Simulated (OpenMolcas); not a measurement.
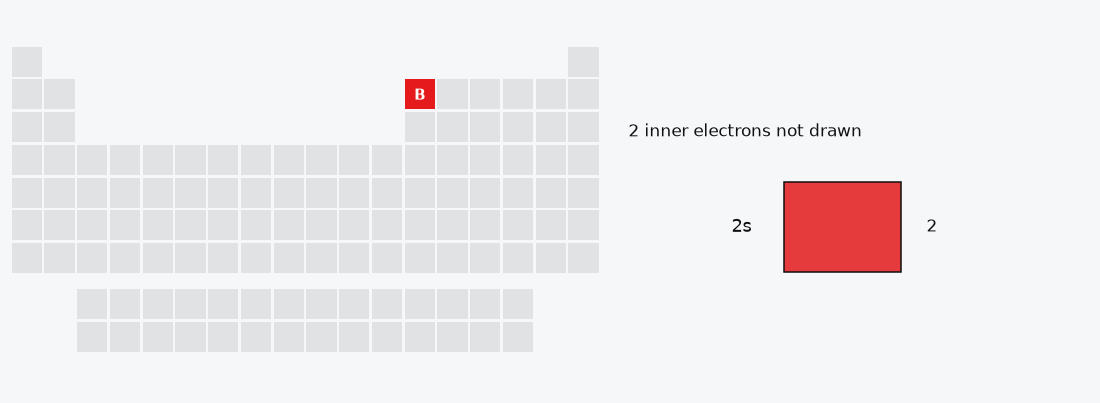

Fig. 1: Left, the place of boron in the periodic table; right, the outer shells of the leading configuration of the lowest level: a box for each of the 2l + 1 orbitals, shaded by the share of the shell that is filled, with the electron count at the right.

## Multiconfigurational calculation for B⁺

B⁺. Computed at this level: state-averaged SS-CASPT2, IPEA shift 0.25, imaginary shift 0.1 hartree, closed shells 1s correlated, active space 2 electrons in the shells 2s 2p, basis ANO-RCC-VDZ, DKH4 scalar Hamiltonian, spin-orbit coupling by RASSI with atomic mean-field integrals (OpenMolcas).

Key numbers:

- outcome: converged
- lowest level: 2s² ¹S₀
- first excited level: 2s 2p ³P°₀, 38,288 cm⁻¹ (measured: 37,336)
- energy of the lowest spin-free term: −24.30235 hartree
- energy of the lowest spin-orbit level: −24.30235 hartree
- CASPT2 correlation energy: −0.0040 hartree
- largest spread among components of a term: 0.0 cm⁻¹
- lowest reference weight: 0.981
- hardware: 1 CPU thread, shared host
- wall time: 1.4 s

Notes:

The run is of multi-state type; this report uses its single-state energies. Caveats: only configurations of the active space are included.

The input:
```
&GATEWAY
Coord
1

B 0.0 0.0 0.0
Basis=ANO-RCC-VDZ
Group=XYZ
NoMove
AngMom=0.0 0.0 0.0
AMFI
&SEWARD
Relativistic=R04O02
&RASSCF
FileOrb=start.orb
Symmetry=1
Spin=3
nActEl=2 0 0
Inactive=1 0
Ras2=1 3
CIRoot=3 3 1
SDav=3
CIMx=300
Iter=120 100
PrWF=0.3
OrbListing=Nothing
MaxOrb=0
Atom
>>> COPY $Project.JobIph JOB001
&RASSCF
FileOrb=start.orb
Symmetry=1
Spin=1
nActEl=2 0 0
Inactive=1 0
Ras2=1 3
CIRoot=7 7 1
SDav=7
CIMx=300
Iter=120 100
PrWF=0.3
OrbListing=Nothing
MaxOrb=0
Atom
>>> COPY $Project.JobIph JOB002
&RASSCF
FileOrb=start.orb
Symmetry=2
Spin=3
nActEl=2 0 0
Inactive=1 0
Ras2=1 3
CIRoot=3 3 1
SDav=3
CIMx=300
Iter=120 100
PrWF=0.3
OrbListing=Nothing
MaxOrb=0
Atom
>>> COPY $Project.JobIph JOB003
&RASSCF
FileOrb=start.orb
Symmetry=2
Spin=1
nActEl=2 0 0
Inactive=1 0
Ras2=1 3
CIRoot=3 3 1
SDav=3
CIMx=300
Iter=120 100
PrWF=0.3
OrbListing=Nothing
MaxOrb=0
Atom
>>> COPY $Project.JobIph JOB004
&RASSI
NrOfJobIphs=4 3 7 3 3
1 2 3
1 2 3 4 5 6 7
1 2 3
1 2 3
IphNames
JOB001
JOB002
JOB003
JOB004
EJob
SpinOrbit
DIPRint=1.0
SOCoupling=1000.0
Subsets=2
MEES
Property=10
'ANGMOM' 1 'ANGMOM' 2 'ANGMOM' 3 'MLTPL  1' 1 'MLTPL  1' 2 'MLTPL  1' 3
'AMFI' 1 'AMFI' 2 'AMFI' 3 'MLTPL  2' 6
SOProperty=3
'ANGMOM' 1 'ANGMOM' 2 'ANGMOM' 3
>>> COPY JOB001 $Project.JobIph
&CASPT2
Multistate=3 1 2 3
Frozen=0 0
IPEA=0.25
Imaginary=0.1
MaxIter=60
WThr=0.0 0.3 0.05
PrWF=0.5
NoMix
>>> COPY JOB002 $Project.JobIph
&CASPT2
Multistate=7 1 2 3 4 5 6 7
Frozen=0 0
IPEA=0.25
Imaginary=0.1
MaxIter=60
WThr=0.0 0.3 0.05
PrWF=0.5
NoMix
>>> COPY JOB003 $Project.JobIph
&CASPT2
Multistate=3 1 2 3
Frozen=0 0
IPEA=0.25
Imaginary=0.1
MaxIter=60
WThr=0.0 0.3 0.05
PrWF=0.5
NoMix
>>> COPY JOB004 $Project.JobIph
&CASPT2
Multistate=3 1 2 3
Frozen=0 0
IPEA=0.25
Imaginary=0.1
MaxIter=60
WThr=0.0 0.3 0.05
PrWF=0.5
NoMix
```

The file start.orb holds starting orbitals from an earlier step. A driver script formed the levels outside the program, from RASSI's spin-orbit matrix and the CASPT2 energies (for multi-state variants, the effective Hamiltonian), averaged over the components of each term or state. The log and the time are those of the CASPT2 step.

Launched with:
```bash
OMP_NUM_THREADS=1 MOLCAS_MEM=2252 MOLCAS_PROJECT=a pymolcas a.inp > a.log  # once for each step of the input, in one work folder
```

Log (extracts):
```
--- CASPT2 ---
Orbital specifications:
      -----------------------

      Symmetry species                           1   2
                                                ag  au
      Frozen orbitals                            0   0
      Inactive orbitals                          1   0
      Active orbitals                            1   3
      Secondary orbitals                         1   3
      Deleted orbitals                           0   0
      Number of basis functions                  3   6
Type of calculation                        MS-CASPT2
      Fock operator                              state-specific
      IPEA shift                                 0.25
      Real shift                                 0.00
      Imaginary shift                            0.10
      The input orbitals will be transformed to quasi-canonical
Reference energy:         -23.8406340298
      E2 (Non-variational):      -0.0032957112
      Shift correction:          -0.0000090016
      E2 (Variational):          -0.0033047128
      Total energy:             -23.8439387426
      Residual norm:              0.0000000580
      Reference weight:           0.99862
      Contributions to the CASPT2 correlation energy
      Active & Virtual Only:         -0.0017285540
      One Inactive Excited:          -0.0008168516
      Two Inactive Excited:          -0.0007503056
Reference energy:         -23.8406340298
      E2 (Non-variational):      -0.0032957112
      Shift correction:          -0.0000090016
      E2 (Variational):          -0.0033047128
      Total energy:             -23.8439387426
      Residual norm:              0.0000000580
      Reference weight:           0.99862
      Contributions to the CASPT2 correlation energy
      Active & Virtual Only:         -0.0017285540
      One Inactive Excited:          -0.0008168516
      Two Inactive Excited:          -0.0007503056
::    CASPT2 Root  1     Total energy:    -23.84393874
::    CASPT2 Root  2     Total energy:    -23.84393874
::    CASPT2 Root  3     Total energy:    -23.84393874
::    MS-CASPT2 Root  1     Total energy:    -23.84393874
::    MS-CASPT2 Root  2     Total energy:    -23.84393874
::    MS-CASPT2 Root  3     Total energy:    -23.84393874
--- CASPT2 ---
Orbital specifications:
      -----------------------

      Symmetry species                           1   2
                                                ag  au
      Frozen orbitals                            0   0
      Inactive orbitals                          1   0
      Active orbitals                            1   3
      Secondary orbitals                         1   3
      Deleted orbitals                           0   0
      Number of basis functions                  3   6
Type of calculation                        MS-CASPT2
      Fock operator                              state-specific
      IPEA shift                                 0.25
      Real shift                                 0.00
      Imaginary shift                            0.10
      The input orbitals will be transformed to quasi-canonical
Reference energy:         -24.2983893736
      E2 (Non-variational):      -0.0039489356
      Shift correction:          -0.0000116413
      E2 (Variational):          -0.0039605768
      Total energy:             -24.3023499504
      Residual norm:              0.0000000881
      Reference weight:           0.99814
      Contributions to the CASPT2 correlation energy
      Active & Virtual Only:         -0.0027814290
      One Inactive Excited:          -0.0007342289
      Two Inactive Excited:          -0.0004332777
Reference energy:         -23.7850809937
      E2 (Non-variational):      -0.0049729580
      Shift correction:          -0.0000242186
      E2 (Variational):          -0.0049971766
      Total energy:             -23.7900781704
      Residual norm:              0.0000000697
      Reference weight:           0.99691
      Contributions to the CASPT2 correlation energy
      Active & Virtual Only:         -0.0037524634
      One Inactive Excited:          -0.0004697079
      Two Inactive Excited:          -0.0007507867
::    CASPT2 Root  1     Total energy:    -24.30234995
::    CASPT2 Root  2     Total energy:    -23.79007817
::    CASPT2 Root  3     Total energy:    -23.79007821
::    CASPT2 Root  4     Total energy:    -23.79007822
::    CASPT2 Root  5     Total energy:    -23.79007819
::    CASPT2 Root  6     Total energy:    -23.79007818
::    CASPT2 Root  7     Total energy:    -23.66783110
::    MS-CASPT2 Root  1     Total energy:    -24.30236912
::    MS-CASPT2 Root  2     Total energy:    -23.79007884
::    MS-CASPT2 Root  3     Total energy:    -23.79007833
::    MS-CASPT2 Root  4     Total energy:    -23.79007822
::    MS-CASPT2 Root  5     Total energy:    -23.79007806
::    MS-CASPT2 Root  6     Total energy:    -23.79007751
::    MS-CASPT2 Root  7     Total energy:    -23.66781193
--- CASPT2 ---
Orbital specifications:
      -----------------------

      Symmetry species                           1   2
                                                ag  au
      Frozen orbitals                            0   0
      Inactive orbitals                          1   0
      Active orbitals                            1   3
      Secondary orbitals                         1   3
      Deleted orbitals                           0   0
      Number of basis functions                  3   6
Type of calculation                        MS-CASPT2
      Fock operator                              state-specific
      IPEA shift                                 0.25
      Real shift                                 0.00
      Imaginary shift                            0.10
      The input orbitals will be transformed to quasi-canonical
Reference energy:         -24.1261361513
      E2 (Non-variational):      -0.0016871902
      Shift correction:          -0.0000028667
      E2 (Variational):          -0.0016900569
      Total energy:             -24.1278262082
      Residual norm:              0.0000000682
      Reference weight:           0.99947
      Contributions to the CASPT2 correlation energy
      Active & Virtual Only:         -0.0007348367
      One Inactive Excited:          -0.0004434653
      Two Inactive Excited:          -0.0005088883
Reference energy:         -24.1261361513
      E2 (Non-variational):      -0.0016871902
      Shift correction:          -0.0000028667
      E2 (Variational):          -0.0016900569
      Total energy:             -24.1278262082
      Residual norm:              0.0000000682
      Reference weight:           0.99947
      Contributions to the CASPT2 correlation energy
      Active & Virtual Only:         -0.0007348367
      One Inactive Excited:          -0.0004434653
      Two Inactive Excited:          -0.0005088883
::    CASPT2 Root  1     Total energy:    -24.12782621
::    CASPT2 Root  2     Total energy:    -24.12782621
::    CASPT2 Root  3     Total energy:    -24.12782621
::    MS-CASPT2 Root  1     Total energy:    -24.12782621
::    MS-CASPT2 Root  2     Total energy:    -24.12782621
::    MS-CASPT2 Root  3     Total energy:    -24.12782621
--- CASPT2 ---
Orbital specifications:
      -----------------------

      Symmetry species                           1   2
                                                ag  au
      Frozen orbitals                            0   0
      Inactive orbitals                          1   0
      Active orbitals                            1   3
      Secondary orbitals                         1   3
      Deleted orbitals                           0   0
      Number of basis functions                  3   6
Type of calculation                        MS-CASPT2
      Fock operator                              state-specific
      IPEA shift                                 0.25
      Real shift                                 0.00
      Imaginary shift                            0.10
      The input orbitals will be transformed to quasi-canonical
Reference energy:         -23.9179389116
      E2 (Non-variational):      -0.0055310517
      Shift correction:          -0.0000141900
      E2 (Variational):          -0.0055452417
      Total energy:             -23.9234841532
      Residual norm:              0.0000000129
      Reference weight:           0.99749
      Contributions to the CASPT2 correlation energy
      Active & Virtual Only:         -0.0040175450
      One Inactive Excited:          -0.0009675087
      Two Inactive Excited:          -0.0005459980
Reference energy:         -23.9179389116
      E2 (Non-variational):      -0.0055310517
      Shift correction:          -0.0000141900
      E2 (Variational):          -0.0055452417
      Total energy:             -23.9234841532
      Residual norm:              0.0000000129
      Reference weight:           0.99749
      Contributions to the CASPT2 correlation energy
      Active & Virtual Only:         -0.0040175450
      One Inactive Excited:          -0.0009675087
      Two Inactive Excited:          -0.0005459980
::    CASPT2 Root  1     Total energy:    -23.92348415
::    CASPT2 Root  2     Total energy:    -23.92348415
::    CASPT2 Root  3     Total energy:    -23.92348415
::    MS-CASPT2 Root  1     Total energy:    -23.92348415
::    MS-CASPT2 Root  2     Total energy:    -23.92348415
::    MS-CASPT2 Root  3     Total energy:    -23.92348415
```

Spin-orbit levels, grouped by J and assigned:

```tsv
Configuration	Level	E (eV)	LS purity (%)	Landé g
2s²	¹S₀	0	100	–
2s 2p	³P°₀	4.747	100	–
2s 2p	³P°₁	4.748	100	1.501
2s 2p	³P°₂	4.750	100	1.501
2s 2p	¹P°₁	10.31	100	1.000
2p²	³P₀	12.47	100	–
2p²	³P₁	12.47	100	1.501
2p²	³P₂	12.47	100	1.501
2p²	¹D₂	13.94	100	1.000
2p²	¹S₀	17.27	100	–
```

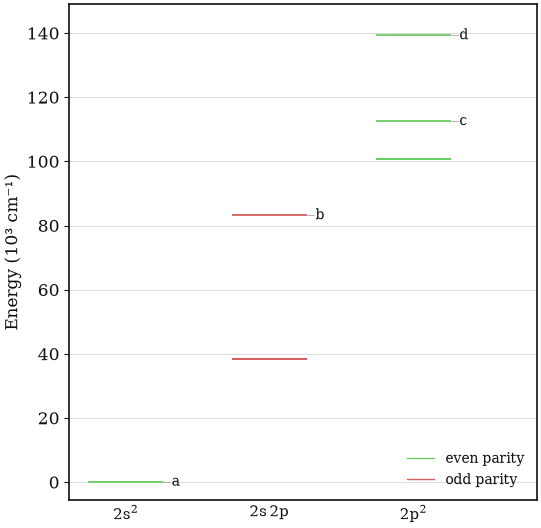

Fig. 2: The lowest computed levels of B⁺, 4 of them lettered. a: 2s² ¹S₀ at 0; b: 2s 2p ¹P°₁ at 83,200 cm⁻¹; c: 2p² ¹D₂ at 112,000 cm⁻¹; d: 2p² ¹S₀ at 139,000 cm⁻¹.
